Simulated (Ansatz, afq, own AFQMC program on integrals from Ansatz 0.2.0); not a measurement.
# H3S+ (triplet): quantum Monte Carlo beside coupled cluster, cc-pVDZ, part 2 of 2

Ansatz 0.2.0, Gaussian basis, and an in-house AFQMC program (afq) on its integrals; all values are calculated; cc-pVDZ, frozen cores. The steps go on from the part before.

## Step 12: Phaseless AFQMC, CISD trial on UHF

It reads the integrals that the CCSD(T) run on this determinant wrote.

Run with:

```
$ afq ham --method phaseless --trial cisd --walkers 60 --populations 1 --least-time 40 --time-step 0.005 --steps-per-block 50 --equilibration-blocks 28 --max-blocks 300 --target-error 0.00034 --factor-cut 1e-05 --start spin_pure --seed 9772 --release-times 0.24,0.51,0.99,1.62,2.4 --release-step 0.03 --release-every 4 --taylor-order 6
```

Standard output:

```text
orbitals 28  electrons 5 3  factors 207 of 325
reference energy -398.82010212 Eh
CCSD correlation -0.15415395 Eh in 11 cycles, weight of the determinant in the CISD state 0.9172
energy of the start -398.973227 Eh
 block  time / (1/Eh)  mean weight  energy / Eh
     1     0.250  1.0014  -398.972650
     2     0.500  0.9997  -398.973893
     3     0.750  1.0008  -398.976697
     4     1.000  0.9990  -398.976252
     5     1.250  1.0017  -398.976102
     6     1.500  0.9995  -398.977441
     7     1.750  0.9989  -398.980048
     8     2.000  1.0008  -398.977687
     9     2.250  1.0008  -398.977658
    10     2.500  1.0002  -398.977734
    13     3.250  0.9995  -398.978911
    17     4.250  0.9994  -398.978110
    21     5.250  1.0001  -398.979526
    25     6.250  1.0014  -398.982532
    29     7.250  0.9989  -398.978057
    33     8.250  0.9985  -398.979130
    37     9.250  0.9975  -398.978859
    41    10.250  1.0006  -398.978542
    45    11.250  0.9982  -398.977979
    49    12.250  0.9982  -398.983357
    53    13.250  1.0017  -398.982870
    57    14.250  1.0005  -398.978870
    61    15.250  0.9990  -398.977113
    65    16.250  0.9998  -398.976143
    69    17.250  0.9995  -398.978061
    73    18.250  1.0020  -398.978040
    77    19.250  0.9975  -398.977941
    81    20.250  1.0011  -398.980179
    85    21.250  0.9998  -398.980612
    89    22.250  0.9985  -398.978634
    93    23.250  1.0008  -398.977518
    97    24.250  1.0002  -398.979921
   101    25.250  1.0015  -398.979338
   105    26.250  0.9993  -398.978403
   109    27.250  0.9984  -398.978017
   113    28.250  0.9991  -398.980740
   117    29.250  1.0013  -398.979413
   121    30.250  1.0004  -398.975896
   125    31.250  1.0008  -398.980335
   129    32.250  0.9989  -398.977677
   133    33.250  0.9993  -398.977170
   137    34.250  0.9989  -398.978082
   141    35.250  1.0000  -398.978675
   145    36.250  1.0012  -398.980304
   149    37.250  1.0014  -398.978171
   153    38.250  0.9993  -398.981028
   157    39.250  0.9987  -398.977543
   161    40.250  1.0017  -398.978067
   165    41.250  0.9991  -398.978336
   169    42.250  0.9975  -398.978833
   173    43.250  0.9994  -398.978777
   177    44.250  1.0013  -398.976708
   181    45.250  1.0010  -398.977056
   185    46.250  0.9977  -398.978012
blocks merged  error / Eh  count
     1  0.000122  160
     2  0.000157  80
     4  0.000188  40
     8  0.000188  20
    16  0.000231  10
released: time / (1/Eh)  energy / Eh  error  mean overlap
  0.24  -398.978657  0.000216  0.9963
  0.51  -398.978710  0.000226  0.9974
  0.99  -398.978921  0.000261  0.9850
  1.62  -398.978993  0.000177  0.9776
  2.40  -398.978825  0.000258  0.9833
energy -398.978695 +/- 0.000188 Eh
```

Wall time 2 min (1 thread of Arm Neoverse V1, shared host).

Energy -10856.7634 ± 0.0051 eV. Caveats: constraint bias not in the error.

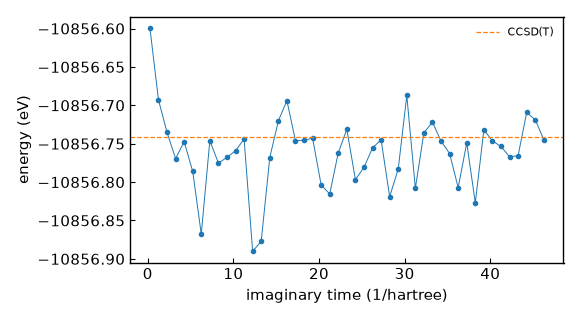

Block energies along the walk.

## Step 13: Phaseless AFQMC, single-determinant trial on UHF

It reads the integrals that the CCSD(T) run on this determinant wrote.

Run with:

```
$ afq ham --method phaseless --trial hf --walkers 120 --populations 1 --least-time 40 --time-step 0.005 --steps-per-block 20 --equilibration-blocks 112 --max-blocks 600 --target-error 0.00102 --factor-cut 1e-05 --start spin_pure --seed 5010 --taylor-order 6
```

Standard output:

```text
orbitals 28  electrons 5 3  factors 207 of 325
reference energy -398.82010212 Eh
CCSD correlation -0.15415395 Eh in 11 cycles, weight of the determinant in the CISD state 0.9172
energy of the start -398.821290 Eh
 block  time / (1/Eh)  mean weight  energy / Eh
     1     0.100  1.0010  -398.853494
     2     0.200  1.0003  -398.875162
     3     0.300  0.9999  -398.896547
     4     0.400  1.0007  -398.904994
     5     0.500  1.0012  -398.919374
     6     0.600  1.0012  -398.922042
     7     0.700  0.9997  -398.927782
     8     0.800  1.0004  -398.939274
     9     0.900  1.0009  -398.946183
    10     1.000  0.9999  -398.946423
    18     1.800  1.0009  -398.972996
    35     3.500  0.9997  -398.966456
    52     5.200  1.0005  -398.995172
    69     6.900  1.0000  -398.961282
    86     8.600  0.9982  -398.978601
   103    10.300  0.9999  -398.969981
   120    12.000  1.0002  -398.984662
   137    13.700  1.0006  -398.972462
   154    15.400  0.9993  -398.973605
   171    17.100  1.0010  -398.971232
   188    18.800  0.9999  -398.958230
   205    20.500  1.0010  -398.980422
   222    22.200  1.0002  -398.970173
   239    23.900  0.9993  -398.980627
   256    25.600  1.0004  -398.972632
   273    27.300  0.9995  -398.993442
   290    29.000  1.0002  -398.964956
   307    30.700  0.9999  -398.971640
   324    32.400  1.0000  -398.966170
   341    34.100  0.9993  -398.998769
   358    35.800  1.0002  -398.960748
   375    37.500  0.9988  -398.986136
   392    39.200  0.9994  -398.983956
   409    40.900  0.9998  -398.986542
   426    42.600  1.0002  -398.990287
   443    44.300  1.0013  -398.995398
   460    46.000  1.0000  -398.983214
   477    47.700  1.0007  -398.961852
   494    49.400  0.9992  -398.972560
   511    51.100  1.0003  -398.981669
   528    52.800  1.0016  -398.990343
   545    54.500  1.0005  -398.997170
   562    56.200  1.0006  -398.976168
   579    57.900  1.0000  -398.975294
   596    59.600  1.0006  -398.989094
   613    61.300  1.0006  -398.960197
   630    63.000  1.0007  -398.973877
   647    64.700  1.0005  -398.971945
   664    66.400  1.0003  -398.971868
   681    68.100  1.0007  -398.975110
   698    69.800  1.0003  -398.958192
blocks merged  error / Eh  count
     1  0.000433  600
     2  0.000585  300
     4  0.000782  150
     8  0.000994  75
    16  0.001269  37
    32  0.001382  18
    64  0.001726  9
energy -398.976910 +/- 0.001382 Eh
```

It took 2.5 min on 1 thread of Arm Neoverse V1, shared host.

Energy -10856.7148 ± 0.0376 eV. Caveats: constraint bias not in the error. The error still grows with block length (0.0345 to 0.0470 eV), so the bar may be too small.

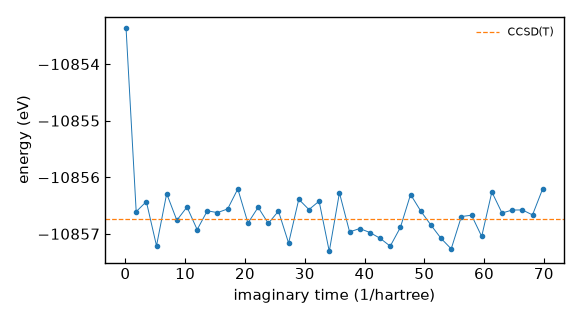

Block energies along the walk.

## Step 14: Free-projection AFQMC, CISD trial on UHF

It reads the integrals that the CCSD(T) run on this determinant wrote.

Run with:

```
$ afq ham --method free --trial cisd --walkers 60 --time-step 0.03 --max-blocks 80 --target-error 0.00034 --factor-cut 1e-05 --seed 1188 --times 0,0.3,0.6,1.2,1.8,2.4,3.6,4.8,6 --taylor-order 8
```

Standard output:

```text
orbitals 28  electrons 5 3  factors 207 of 325
reference energy -398.82010212 Eh
CCSD correlation -0.15415395 Eh in 11 cycles, weight of the determinant in the CISD state 0.9172
repeat  energy at the last time / Eh  error
    10  -398.980547  0.000977
    20  -398.980230  0.000663
    30  -398.979793  0.000571
    40  -398.979476  0.000464
    50  -398.979262  0.000437
    60  -398.979145  0.000368
    70  -398.978930  0.000328
time / (1/Eh)  energy / Eh  error  mean overlap
  0.00  -398.974254  0.000065  1.0906
  0.30  -398.976807  0.000092  1.0954
  0.60  -398.977811  0.000105  1.0945
  1.20  -398.978359  0.000121  1.1093
  1.80  -398.978763  0.000131  1.0985
  2.40  -398.978890  0.000171  1.1047
  3.60  -398.978721  0.000225  1.0999
  4.80  -398.978893  0.000281  1.0931
  6.00  -398.978933  0.000324  1.1066
energy -398.978933 +/- 0.000324 Eh
```

Wall time 2.2 min (1 thread of Arm Neoverse V1, shared host).

Energy -10856.7699 ± 0.0088 eV. Caveats: remainder of the start not in the error.

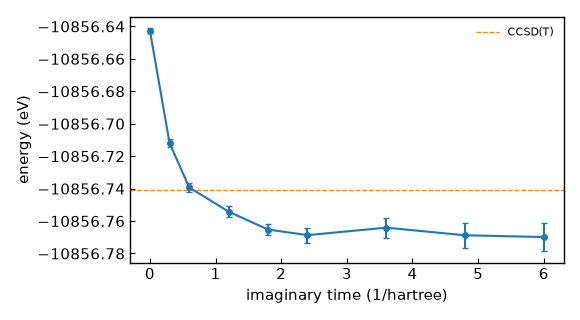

Energy against projection time, with error bars.

## Step 15: Phaseless AFQMC, CISD trial on UHF (settings varied)

It reads the integrals that the CCSD(T) run on this determinant wrote.

Run with:

```
$ afq ham --method phaseless --trial cisd --walkers 160 --populations 1 --least-time 40 --time-step 0.005 --steps-per-block 25 --equilibration-blocks 80 --max-blocks 160 --target-error 0.00068 --factor-cut 0.001 --start spin_pure --seed 8695 --taylor-order 8
```

Standard output:

```text
orbitals 28  electrons 5 3  factors 138 of 325
reference energy -398.82010212 Eh
CCSD correlation -0.15414117 Eh in 11 cycles, weight of the determinant in the CISD state 0.9172
energy of the start -398.973214 Eh
 block  time / (1/Eh)  mean weight  energy / Eh
     1     0.125  0.9991  -398.972529
     2     0.250  1.0008  -398.972669
     3     0.375  1.0004  -398.973123
     4     0.500  1.0007  -398.973857
     5     0.625  0.9997  -398.974750
     6     0.750  0.9997  -398.975216
     7     0.875  1.0001  -398.975773
     8     1.000  0.9996  -398.976159
     9     1.125  1.0010  -398.976709
    10     1.250  0.9999  -398.977300
    13     1.625  1.0001  -398.976690
    19     2.375  1.0002  -398.978949
    25     3.125  0.9999  -398.978497
    31     3.875  0.9994  -398.979231
    37     4.625  0.9994  -398.979176
    43     5.375  1.0007  -398.979829
    49     6.125  0.9998  -398.979671
    55     6.875  1.0000  -398.981130
    61     7.625  0.9999  -398.978072
    67     8.375  1.0001  -398.979384
    73     9.125  0.9999  -398.978685
    79     9.875  0.9994  -398.978384
    85    10.625  1.0000  -398.978633
    91    11.375  1.0007  -398.980762
    97    12.125  1.0004  -398.978324
   103    12.875  1.0014  -398.979310
   109    13.625  0.9999  -398.977838
   115    14.375  0.9997  -398.978752
   121    15.125  1.0000  -398.980042
   127    15.875  1.0009  -398.980342
   133    16.625  0.9998  -398.979951
   139    17.375  0.9997  -398.978718
   145    18.125  1.0004  -398.979524
   151    18.875  1.0003  -398.978761
   157    19.625  1.0008  -398.979338
   163    20.375  0.9988  -398.984008
   169    21.125  1.0005  -398.978424
   175    21.875  1.0000  -398.979020
   181    22.625  1.0004  -398.978613
   187    23.375  1.0012  -398.978596
   193    24.125  1.0005  -398.979043
   199    24.875  1.0018  -398.978581
   205    25.625  1.0005  -398.977044
   211    26.375  0.9990  -398.978406
   217    27.125  1.0005  -398.978503
   223    27.875  1.0005  -398.979709
   229    28.625  0.9997  -398.979682
   235    29.375  1.0000  -398.979024
blocks merged  error / Eh  count
     1  0.000094  160
     2  0.000124  80
     4  0.000158  40
     8  0.000186  20
    16  0.000205  10
energy -398.978990 +/- 0.000186 Eh
```

Run time: 2.8 min. Hardware: 1 thread of Arm Neoverse V1, shared host.

Energy -10856.7714 ± 0.0051 eV. The run doesn't count as converged. Caveats: constraint bias not in the error; error not settled.

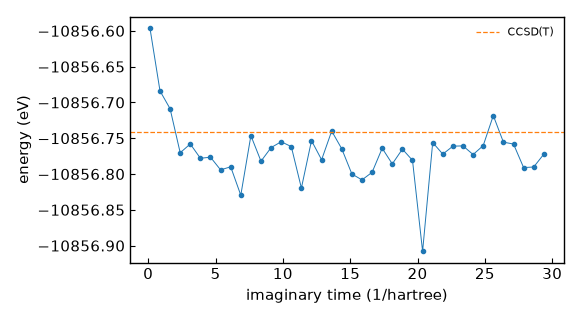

Block energies along the walk.

## Step 16: AFQMC on the ladder

On the UHF determinant, counted from CCSDT(Q) (a yardstick, not exact):

```csv
level,energy (eV),from CCSDT(Q) (meV),statistical error (meV),time
HF,-10852.4478,+4318.6,,
MP2,-10855.8318,+934.7,,
CCSD,-10856.6426,+123.9,,
CCSD(T),-10856.7408,+25.7,,
CCSDT(Q),-10856.7665,0.0,,
"Phaseless AFQMC, CISD trial, step 0.005, 60 walkers",-10856.7634,+3.1,5.1,2 min
"Phaseless AFQMC, single-determinant trial, step 0.005, 120 walkers",-10856.7148,+51.7,37.6,2.5 min
"Free-projection AFQMC, CISD trial, step 0.03, 60 walkers",-10856.7699,-3.4,8.8,2.2 min
```

The functionals' totals stand on their own zeros and serve differences with other points: PBE -10866.238 eV; r2SCAN -10870.311 eV; PBE0 -10867.164 eV; B3LYP -10871.554 eV; wB97M-V -10869.703 eV; B2PLYP -10866.998 eV.

## Step 17: Outcome

The summary covers parts 1 to 2.

| quantity | value |
| --- | --- |
| CCSD(T) on UHF from CCSDT(Q) | +25.7 meV |
| Phaseless AFQMC, CISD trial on UHF from CCSDT(Q) | +3.1 ± 5.1 meV |
| Phaseless AFQMC, single-determinant trial on UHF from CCSDT(Q) | +51.7 ± 37.6 meV |
| Free-projection AFQMC, CISD trial on UHF from CCSDT(Q) | -3.4 ± 8.8 meV |

On UHF the phaseless walk with the CISD trial lies +3.1 meV from CCSDT(Q), within three error bars. Free projection has no constraint; at the last time it gives -3.4 ± 8.8 meV, and from a start that isn't spin pure other spins can mix in. Error bars are statistical and leave out the constraint, the time step and what remains of the start.
